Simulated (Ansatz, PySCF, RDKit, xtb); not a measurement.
# CH7OSi+: a search for the lowest isomer, part 2 of 2

Only the formula CH7OSi+ is given (charge +1). Aim: find the structure of lowest free energy at 600 K, then its properties.

xtb, Ansatz and PySCF; isolated molecules.

## 11. Free energies and the winner

Energies in kcal/mol from c476a; G adds the thermal terms to the CCSD(T)/def2-TZVP energy. The columns left of the relaxed level are at the tight-binding geometries.

| label | SMILES | spin | GFN2-xTB | HF/STO-3G | r2SCAN-D4/def2-SVP | B3LYP-D3(BJ)/def2-SVP | HF/def2-TZVP | MP2/def2-TZVP | CCSD(T)/def2-TZVP | G | share at equilibrium | T1 |
| --- | --- | --- | --- | --- | --- | --- | --- | --- | --- | --- | --- | --- |
| c476a | C[SiH2][OH2+] | singlet | 0.0 | 0.0 | 0.0 | 0.0 | 0.0 | 0.0 | 0.0 | 0.0 | 100.0 % | 0.009 |
| c088a | C[OH+][SiH3] | singlet | 0.2 | 4.8 | 20.2 | 18.0 | 15.9 | 21.3 | 19.3 | 21.6 | < 0.1 % | 0.010 |
| c404a | [OH2+]C[SiH3] | singlet | 44.0 | 39.9 | 47.6 | 46.1 | 48.0 | 51.5 | 48.6 | 51.9 | < 0.1 % | 0.011 |

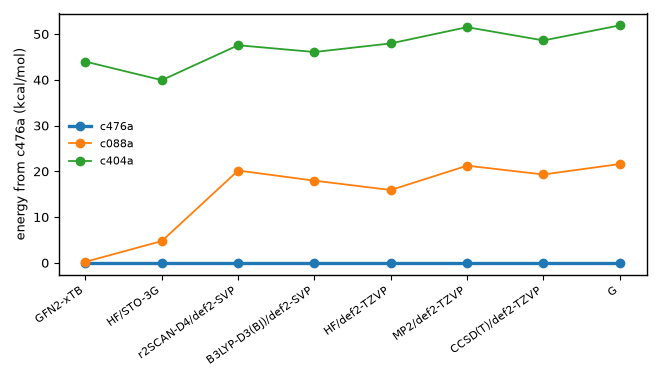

The finalists at each level, measured from c476a.

Lowest found: c476a, `C[SiH2][OH2+]`, a singlet of point group Cs. Bond lengths: C1–Si3 1.843 Å, O2–Si3 1.885 Å, C1–H4 1.105 Å, C1–H5 1.101 Å, C1–H6 1.101 Å, Si3–H7 1.476 Å, Si3–H8 1.476 Å, O2–H9 0.975 Å, O2–H10 0.975 Å. Some angles: C1–Si3–O2 106.3°, C1–Si3–H7 117.4°, C1–Si3–H8 117.4°, O2–Si3–H7 97.8°, O2–Si3–H8 97.6°, Si3–C1–H4 108.1°, Si3–C1–H5 111.9°, Si3–C1–H6 111.9°, Si3–O2–H9 124.7°, Si3–O2–H10 124.7°.

```xyz
10

C    -0.4097    1.4483    0.7805
O    -2.3576   -0.7880    0.4599
Si   -0.5384   -0.3895    0.7488
H     0.6494    1.7152    0.9478
H    -0.7191    1.8988   -0.1756
H    -0.9968    1.8877    1.6021
H    -0.3789   -1.1029    2.0312
H     0.0050   -1.0880   -0.4326
H    -2.7612   -0.9335   -0.4160
H    -3.0168   -0.9195    1.1668
```

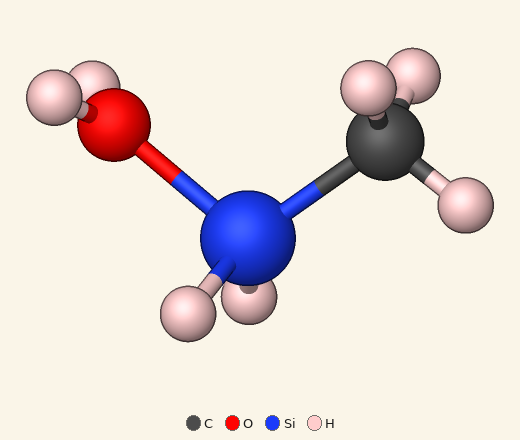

The lowest structure found, seen from a chosen angle (carbon dark grey, oxygen red, silicon blue, hydrogen pink).

## 12. Density, orbitals and dipole (PBE0/def2-TZVPD)

input.yaml

```yaml
crystal:
  periodic: [false, false, false]
  atoms:
    - {symbol: C, position_ang: [-0.409725, 1.448293, 0.780460]}
    - {symbol: O, position_ang: [-2.357616, -0.788024, 0.459931]}
    - {symbol: Si, position_ang: [-0.538381, -0.389531, 0.748795]}
    - {symbol: H, position_ang: [0.649397, 1.715169, 0.947818]}
    - {symbol: H, position_ang: [-0.719069, 1.898769, -0.175585]}
    - {symbol: H, position_ang: [-0.996763, 1.887655, 1.602070]}
    - {symbol: H, position_ang: [-0.378881, -1.102859, 2.031210]}
    - {symbol: H, position_ang: [0.005038, -1.087964, -0.432622]}
    - {symbol: H, position_ang: [-2.761244, -0.933492, -0.416035]}
    - {symbol: H, position_ang: [-3.016800, -0.919499, 1.166758]}
basis:
  gaussian:
    orbitals: def2-TZVPD
total_charge: 1
hamiltonian:
  xc: {name: PBE0}
output: {forces: true, orbitals: {seedname: orbitals}}
magnetization:
  spin_polarized: false
  initial_magnetization: 0
```

Launch:

```
ansatz run input.yaml --threads 1 --pin off --max-ram 2610MiB --events-out events.jsonl --progress --plain --runs-dir runs
```

Output (excerpt; [...] marks lines left out):

```text
Warning: RAYON_NUM_THREADS=1 ignored (pool sized by the plan → 1); use --threads N
Functional definition: PBE0
  name "PBE0"
[...]
1011 factors; their error is unknown
[...]
mean field -11063.88837728 eV, -406.5903984922 hartree, gradient 6.1e-5 eV, S^2 0.000000; 0 other end points of the search recorded, 0 dependent functions left out
[...]
reference -11063.88841131 eV, -406.5903997429 hartree; 17, 17 occupied and 166, 166 virtual orbitals, 1011 factors
Total energy: -11063.88841131 eV, -406.5903997429 hartree
Atom 0 at    -0.409725     1.448293     0.780460 Å, force     0.006074     0.047400     0.001133 eV/Å
Atom 1 at    -2.357616    -0.788024     0.459931 Å, force    -0.061715    -0.030154    -0.009494 eV/Å
Atom 2 at    -0.538381    -0.389531     0.748795 Å, force    -0.334019     0.156820    -0.051746 eV/Å
Atom 3 at     0.649397     1.715169     0.947818 Å, force    -0.268132    -0.081947    -0.042374 eV/Å
Atom 4 at    -0.719069     1.898769    -0.175585 Å, force     0.081596    -0.128262     0.259079 eV/Å
Atom 5 at    -0.996763     1.887655     1.602070 Å, force     0.156820    -0.125158    -0.223279 eV/Å
Atom 6 at    -0.378881    -1.102859     2.031210 Å, force    -0.022941     0.025624    -0.067347 eV/Å
Atom 7 at     0.005038    -1.087964    -0.432622 Å, force    -0.042005     0.024728     0.057068 eV/Å
Atom 8 at    -2.761244    -0.933492    -0.416035 Å, force     0.197313     0.057909     0.317791 eV/Å
Atom 9 at    -3.016800    -0.919499     1.166758 Å, force     0.287008     0.053041    -0.240832 eV/Å
Dipole moment:    -0.646589    -0.287094    -0.103499 e Å
```

Wall time 13 s (1 thread of Intel Xeon at 2.50GHz (Skylake/Cascade Lake), shared host).

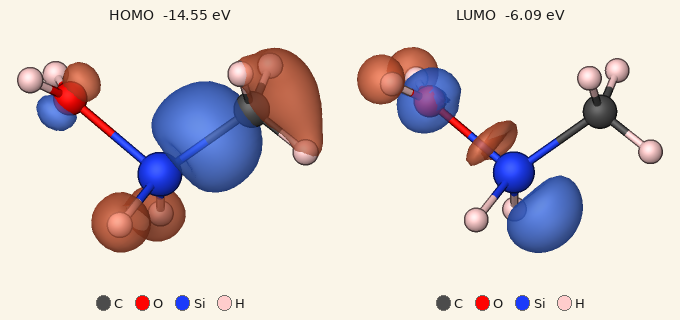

Frontier orbitals of this run, surfaces at ±0.2 Å^-3/2.

## 13. Frequencies after a tight-binding relaxation (GFN2-xTB)

start.xyz

```xyz
10
c476a
C     -0.409725     1.448293     0.780460
O     -2.357616    -0.788024     0.459931
Si    -0.538381    -0.389531     0.748795
H      0.649397     1.715169     0.947818
H     -0.719069     1.898769    -0.175585
H     -0.996763     1.887655     1.602070
H     -0.378881    -1.102859     2.031210
H      0.005038    -1.087964    -0.432622
H     -2.761244    -0.933492    -0.416035
H     -3.016800    -0.919499     1.166758
```

Launch:

```
xtb start.xyz --gfn 2 --ohess tight --chrg 1
```

Output (excerpt; [...] marks lines left out):

```text
* xtb version 6.7.1
[...]
          :  # basis functions                  25          :
[...]
          :  # electrons                        20          :
[...]
          :  Hamiltonian                  GFN2-xTB          :
[...]
          :  net charge                          1          :
          :  unpaired electrons                  0          :
[...]
   *** convergence criteria satisfied after 13 iterations ***
[...]
   *** GEOMETRY OPTIMIZATION CONVERGED AFTER 13 ITERATIONS ***
[...]
   *** convergence criteria satisfied after 3 iterations ***
[...]
         ::                     SUMMARY                     ::
         :::::::::::::::::::::::::::::::::::::::::::::::::::::
         :: total energy             -11.087325522878 Eh    ::
         :: gradient norm              0.000242608668 Eh/a0 ::
         :: HOMO-LUMO gap              5.243540204107 eV    ::
         ::.................................................::
         :: SCC energy               -11.204410450675 Eh    ::
         :: -> isotropic ES            0.120180800638 Eh    ::
         :: -> anisotropic ES         -0.005488259078 Eh    ::
         :: -> anisotropic XC         -0.003535318621 Eh    ::
         :: -> dispersion             -0.003180276565 Eh    ::
         :: repulsion energy           0.117084927797 Eh    ::
         :: add. restraining           0.000000000000 Eh    ::
         :: total charge               1.000000000000 e     ::
         :::::::::::::::::::::::::::::::::::::::::::::::::::::
[...]
        10        2.0000           -0.6044460             -16.4478 (HOMO)
        11                         -0.4117493             -11.2043 (LUMO)
[...]
molecular dipole:
                 x           y           z       tot (Debye)
 q only:       -2.653      -0.471       1.158
   full:       -2.920      -0.473       1.115       8.034
molecular quadrupole (traceless):
[...]
          | TOTAL ENERGY              -11.087325522878 Eh   |
          | TOTAL ENTHALPY            -11.005263968871 Eh   |
          | TOTAL FREE ENERGY         -11.042209118054 Eh   |
          | GRADIENT NORM               0.000242631439 Eh/α |
[...]
```

Wall time 0.68 s (1 thread of Intel Xeon at 2.50GHz (Skylake/Cascade Lake), shared host).

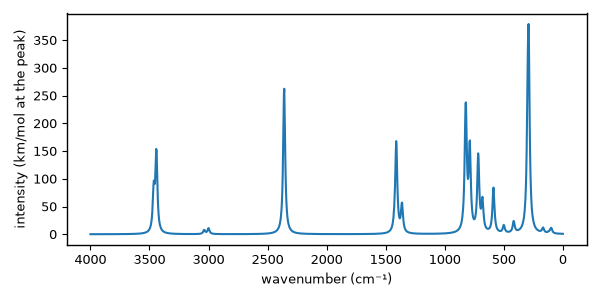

Harmonic infrared spectrum, unscaled, lines broadened by 10 cm⁻¹.

## 14. Electronic excitations (TD-PBE0/def2-SVPD)

An in-house driver calls PySCF's response routines at TD-PBE0/def2-SVPD; it has no typed input.

Output:

```text
coarse grid: 8136 points
cycle   1  E = -406.2615701898  dE =  2.566e-01  |g| = 4.541e-01  |ddm| = 3.168e+00
cycle   2  E = -406.2544600253  dE =  7.110e-03  |g| = 5.030e-01  |ddm| = 8.597e-01
cycle   3  E = -406.3062035096  dE = -5.174e-02  |g| = 5.824e-02  |ddm| = 4.155e-01
cycle   4  E = -406.3068170788  dE = -6.136e-04  |g| = 2.131e-02  |ddm| = 8.292e-02
cycle   5  E = -406.3069263780  dE = -1.093e-04  |g| = 4.145e-03  |ddm| = 2.442e-02
cycle   6  E = -406.3069306349  dE = -4.257e-06  |g| = 9.573e-04  |ddm| = 5.648e-03
final grid: 71952 points
cycle   7  E = -406.3625290346  dE = -1.623e-05  |g| = 6.194e-03  |ddm| = 3.521e-02
cycle   8  E = -406.3625239194  dE =  5.115e-06  |g| = 7.878e-03  |ddm| = 1.193e-02
cycle   9  E = -406.3625379459  dE = -1.403e-05  |g| = 4.873e-04  |ddm| = 6.584e-03
cycle  10  E = -406.3625379940  dE = -4.818e-08  |g| = 1.051e-04  |ddm| = 5.133e-04
cycle  11  E = -406.3625379964  dE = -2.382e-09  |g| = 3.178e-05  |ddm| = 1.282e-04
cycle  12  E = -406.3625379967  dE = -2.890e-10  |g| = 3.192e-06  |ddm| = 4.787e-05
converged SCF energy = -406.3625379967

Static polarisability (au): isotropic 40.578, principal 38.416 38.539 44.780

Singlet excitations
state   eV       nm        f      main configurations
  1   7.1492    173.4   0.00074   H->L 0.98
  2   7.6077    163.0   0.00630   H-1->L 0.98
  3   9.0013    137.7   0.04371   H-2->L 0.95
  4   9.1522    135.5   0.04454   H->L+1 0.96
  5   9.2751    133.7   0.00134   H-3->L 0.96
  6   9.4912    130.6   0.00054   H-1->L+1 0.90
  7   9.6965    127.9   0.03435   H->L+2 0.95
  8   9.8552    125.8   0.00293   H->L+3 0.47, H-1->L+2 0.27, H->L+5 0.20

Triplet excitations (Tamm-Dancoff, eV): 6.7407 7.0718 8.5219
```

Wall time 16 s (1 thread of Intel Xeon at 2.50GHz (Skylake/Cascade Lake), shared host).

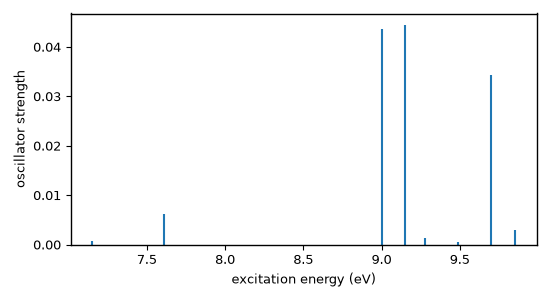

Vertical excitations as sticks.

The roots found:

```
excited state  energy (eV)  strength
            1        7.149    0.0007
            2        7.608    0.0063
            3        9.001    0.0437
            4        9.152    0.0445
            5        9.275    0.0013
            6        9.491    0.0005
            7        9.697    0.0343
            8        9.855    0.0029
```

## 15. NMR shieldings (GIAO PBE0/pcSseg-1)

An in-house driver calls PySCF's response routines at GIAO PBE0/pcSseg-1; it has no typed input.

Output:

```text
coarse grid: 8136 points
cycle   1  E = -406.4283108366  dE =  2.800e-01  |g| = 4.882e-01  |ddm| = 2.527e+00
cycle   2  E = -406.4184929970  dE =  9.818e-03  |g| = 5.529e-01  |ddm| = 6.365e-01
cycle   3  E = -406.4760934169  dE = -5.760e-02  |g| = 5.441e-02  |ddm| = 3.327e-01
cycle   4  E = -406.4765811442  dE = -4.877e-04  |g| = 2.155e-02  |ddm| = 5.199e-02
cycle   5  E = -406.4766754472  dE = -9.430e-05  |g| = 4.404e-03  |ddm| = 1.725e-02
cycle   6  E = -406.4766799982  dE = -4.551e-06  |g| = 1.039e-03  |ddm| = 4.273e-03
final grid: 71952 points
cycle   7  E = -406.5022913288  dE = -1.569e-05  |g| = 6.854e-03  |ddm| = 1.217e-02
cycle   8  E = -406.5022853756  dE =  5.953e-06  |g| = 8.696e-03  |ddm| = 9.376e-03
cycle   9  E = -406.5023013044  dE = -1.593e-05  |g| = 5.232e-04  |ddm| = 5.273e-03
cycle  10  E = -406.5023013494  dE = -4.495e-08  |g| = 1.445e-04  |ddm| = 3.987e-04
cycle  11  E = -406.5023013538  dE = -4.368e-09  |g| = 3.759e-05  |ddm| = 1.176e-04
cycle  12  E = -406.5023013540  dE = -2.866e-10  |g| = 3.819e-06  |ddm| = 3.419e-05
converged SCF energy = -406.5023013540

GIAO shielding tensors (ppm)
atom      isotropic    diamagn.    paramagn.     s11        s22        s33       span
  0 C      184.577     256.648     -72.070    166.146    189.684    197.902     31.756
  1 O      304.634     390.042     -85.408    271.227    308.571    334.103     62.876
  2 Si     276.397     878.791    -602.395    159.340    314.194    355.656    196.316
  3 H       29.990      29.519       0.471     25.882     26.028     38.061     12.179
  4 H       29.631      30.106      -0.475     25.407     26.993     36.492     11.085
  5 H       29.631      27.576       2.055     25.411     26.998     36.484     11.073
  6 H       25.393      27.935      -2.542     21.785     24.333     30.059      8.273
  7 H       25.400      29.019      -3.619     21.797     24.347     30.054      8.257
  8 H       26.314      27.087      -0.772     17.950     20.564     40.429     22.479
  9 H       26.330      25.410       0.920     17.968     20.593     40.430     22.462
```

Wall time 13 s (1 thread of Intel Xeon at 2.50GHz (Skylake/Cascade Lake), shared host).

Isotropic shieldings, averaged over atoms that the bond graph makes equivalent (absolute, not shifts):

```csv
atoms,shielding (ppm)
C1,184.6
O2,304.6
Si3,276.4
"H4, H5, H6",29.75
"H7, H8",25.40
"H9, H10",26.32
```

## 16. One electron fewer at the same geometry (PBE0/def2-TZVPD)

Edit input.yaml of step 12 so:

```diff
@@ -16,8 +16,7 @@
     orbitals: def2-TZVPD
-total_charge: 1
+magnetization:
+  spin_polarized: true
+  initial_magnetization: 1
 hamiltonian:
   xc: {name: PBE0}
-output: {forces: true, orbitals: {seedname: orbitals}}
-magnetization:
-  spin_polarized: false
-  initial_magnetization: 0
+total_charge: 2
```

Launch:

```
ansatz run input.yaml --threads 1 --pin off --max-ram 2610MiB --events-out events.jsonl --progress --plain --runs-dir runs
```

Output:

```text
Warning: RAYON_NUM_THREADS=1 ignored (pool sized by the plan → 1); use --threads N
[... 2 set-up lines as earlier in the session ...]
  parameter a = 0.25
  parameter kappa = 0.804
  parameter beta = 0.06672455060314922
  exchange = (1 - a)*pbe_x(kappa = kappa, mu = beta*pi^2/3) + a*exact_x
  correlation = pbe_c(beta = beta)
1011 factors; their error is unknown
mean field evaluation 1: about -11019.8195 eV, gradient 8.6e1 eV
mean field evaluation 2: about -10967.9927 eV, gradient 1.3e2 eV
mean field evaluation 4: about -11045.5182 eV, gradient 1.3e1 eV
mean field evaluation 8: about -11046.4406 eV, gradient 4.9e-1 eV
mean field evaluation 16: about -11046.9983 eV, gradient 2.2e-1 eV
mean field -11046.99706787 eV, -405.9696543206 hartree, gradient 2.0e-5 eV, S^2 0.755853; 2 other end points of the search recorded, 0 dependent functions left out
reference -11046.99709878 eV, -405.9696554566 hartree; 17, 16 occupied and 166, 167 virtual orbitals, 1011 factors
Total energy: -11046.99709878 eV, -405.9696554566 hartree
```

Run time: 31 s. Hardware: 1 thread of Intel Xeon at 2.50GHz (Skylake/Cascade Lake), shared host.

Difference from the parent: 16.89 eV.

## 17. One electron more at the same geometry (PBE0/def2-TZVPD)

Edit input.yaml of step 16 so:

```diff
@@ -1 +1,3 @@
+basis:
+  gaussian: {orbitals: def2-TZVPD}
 crystal:
@@ -13,10 +15,4 @@
     - {symbol: H, position_ang: [-3.016800, -0.919499, 1.166758]}
-basis:
-  gaussian:
-    orbitals: def2-TZVPD
-magnetization:
-  spin_polarized: true
-  initial_magnetization: 1
-hamiltonian:
-  xc: {name: PBE0}
-total_charge: 2
+magnetization: {spin_polarized: true, initial_magnetization: 1}
+hamiltonian: {xc: pbe0}
+scf: {lower_state_search: off}
```

Launch:

```
ansatz run input.yaml --threads 1 --pin off --max-ram 2610MiB --events-out events.jsonl --progress --plain --runs-dir runs
```

Output (excerpt; [...] marks lines left out):

```text
Warning: RAYON_NUM_THREADS=1 ignored (pool sized by the plan → 1); use --threads N
[... 2 set-up lines as earlier in the session ...]
[...]
1011 factors; their error is unknown
[...]
mean field -11068.36812295 eV, -406.7550261090 hartree, gradient 7.7e-6 eV, S^2 0.752389; 0 other end points of the search recorded, 0 dependent functions left out
reference -11068.36817149 eV, -406.7550278929 hartree; 18, 17 occupied and 165, 166 virtual orbitals, 1011 factors
Total energy: -11068.36817149 eV, -406.7550278929 hartree
Checks for a lower state left out: stability, starts, cluster_reference, orbital_swaps, neighbouring_geometries, increment
```

Run time: 12 s. Hardware: 1 thread of Intel Xeon at 2.50GHz (Skylake/Cascade Lake), shared host.

Parent less the species with the added electron: 4.48 eV.

## 18. The triplet at the same geometry (PBE0/def2-TZVPD)

Edit input.yaml of step 17 so:

```diff
@@ -1,3 +1 @@
-basis:
-  gaussian: {orbitals: def2-TZVPD}
 crystal:
@@ -15,4 +13,10 @@
     - {symbol: H, position_ang: [-3.016800, -0.919499, 1.166758]}
-magnetization: {spin_polarized: true, initial_magnetization: 1}
-hamiltonian: {xc: pbe0}
-scf: {lower_state_search: off}
+basis:
+  gaussian:
+    orbitals: def2-TZVPD
+total_charge: 1
+magnetization:
+  spin_polarized: true
+  initial_magnetization: 2
+hamiltonian:
+  xc: {name: PBE0}
```

Launch:

```
ansatz run input.yaml --threads 1 --pin off --max-ram 2610MiB --events-out events.jsonl --progress --plain --runs-dir runs
```

Output (excerpt; [...] marks lines left out):

```text
Warning: RAYON_NUM_THREADS=1 ignored (pool sized by the plan → 1); use --threads N
[... 7 set-up lines as earlier in the session ...]
1011 factors; their error is unknown
mean field evaluation 1: about -11038.5708 eV, gradient 6.9e1 eV
mean field evaluation 2: about -11001.8699 eV, gradient 1.1e2 eV
mean field evaluation 4: about -11056.2514 eV, gradient 9.2e0 eV
mean field evaluation 8: about -11056.6938 eV, gradient 2.4e-1 eV
mean field evaluation 16: about -11056.9166 eV, gradient 8.7e-1 eV
mean field evaluation 32: about -11056.5650 eV, gradient 6.4e0 eV
mean field -11057.09483615 eV, -406.3407404605 hartree, gradient 2.4e-5 eV, S^2 2.004627; 2 other end points of the search recorded, 0 dependent functions left out
reference -11057.09488138 eV, -406.3407421227 hartree; 18, 16 occupied and 165, 167 virtual orbitals, 1011 factors
Total energy: -11057.09488138 eV, -406.3407421227 hartree
```

It took 33 s on 1 thread of Intel Xeon at 2.50GHz (Skylake/Cascade Lake), shared host.

It lies 6.79 eV above the singlet.

## 19. Stability of the closed-shell solution (PBE0/def2-SVP)

mol.xyz

```xyz
10

C     -0.409725     1.448293     0.780460
O     -2.357616    -0.788024     0.459931
Si    -0.538381    -0.389531     0.748795
H      0.649397     1.715169     0.947818
H     -0.719069     1.898769    -0.175585
H     -0.996763     1.887655     1.602070
H     -0.378881    -1.102859     2.031210
H      0.005038    -1.087964    -0.432622
H     -2.761244    -0.933492    -0.416035
H     -3.016800    -0.919499     1.166758
```

calc.py

```python
# C[SiH2][OH2+]
from pyscf import gto, dft

mol = gto.M(
    atom='mol.xyz',
    charge=1,
    spin=0,
    verbose=3,
    max_memory=1860,
    basis='def2-svp',
)

mf = dft.RKS(mol)
mf.xc = 'pbe0'
mf = mf.density_fit(auxbasis='def2-universal-jkfit')
mf.grids.level = 3
mf.max_cycle = 100
mf.kernel()
if not mf.converged:
    mf = mf.newton().run(mf.mo_coeff, mf.mo_occ)

e_tot = mf.e_tot
print('E = %.10f Eh' % e_tot)
mo_i, mo_e, stable_i, stable_e = mf.stability(internal=True, external=True, return_status=True)
print('stable: internal', stable_i, 'external', stable_e)
```

Launch:

```
OMP_NUM_THREADS=1 python calc.py
```

Output:

```text
converged SCF energy = -406.351737136701
E = -406.3517371367 Eh
<class 'pyscf.df.df_jk.DFRKS'> wavefunction is stable in the internal stability analysis
<class 'pyscf.df.df_jk.DFRKS'> wavefunction is stable in the real -> complex stability analysis
<class 'pyscf.df.df_jk.DFRKS'> wavefunction is stable in the RHF/RKS -> UHF/UKS stability analysis
stable: internal True external True
```

Wall time 86 s (1 thread of Intel Xeon at 2.50GHz (Skylake/Cascade Lake), shared host).

## 20. Results

What follows sums up all 2 parts.

```
                                                        quantity                                                                  value
                                          lowest structure found                                             C[SiH2][OH2+], singlet, Cs
                                                   next finalist                       C[OH+][SiH3], singlet, 21.6 kcal/mol higher in G
                       share at equilibrium, among the finalists                                                                100.0 %
                                                          funnel  3 starts, 3 minima at GFN2-xTB, 6 screening runs, 3 relaxed, 3 ranked
                                            CPU time of all runs                                                                 21 min
harmonic wavenumbers, lowest and highest (B3LYP-D3(BJ)/def2-SVP)                                                       20 and 3788 cm⁻¹
                             rotational constants, same geometry                                            0.5412, 0.1947, 0.1596 cm⁻¹
                                   HOMO energy (PBE0/def2-TZVPD)                                                              -14.55 eV
                                   LUMO energy (PBE0/def2-TZVPD)                                                               -6.09 eV
                                 HOMO–LUMO gap (PBE0/def2-TZVPD)                                                                8.45 eV
                           lowest excitation (TD-PBE0/def2-SVPD)                                                    7.15 eV (f = 0.001)
                    strongest of the states computed, same level                                                    9.15 eV (f = 0.045)
             lowest triplet excitation, same level, Tamm-Dancoff                                                                6.74 eV
                                      vertical ionisation energy                                                               16.89 eV
                  vertical recombination energy (electron added)                                                                4.48 eV
                                   vertical triplet less singlet                                                               +6.79 eV
```

What this shows: The search ends on `C[SiH2][OH2+]`. The margin of 21.6 kcal/mol over the next finalist is beyond the usual error of the last level; it says nothing of structures that weren't ranked. GFN2-xTB, HF/STO-3G, r2SCAN-D4/def2-SVP, B3LYP-D3(BJ)/def2-SVP, HF/def2-TZVP and MP2/def2-TZVP already put its bonding pattern lowest among the structures in one piece. The largest share of the time went into the vibrations (57 %). Lowest found is not proven lowest: the search is finite, and each finalist counts with one conformer. Patterns outside the rules of the enumeration were met only by chance.
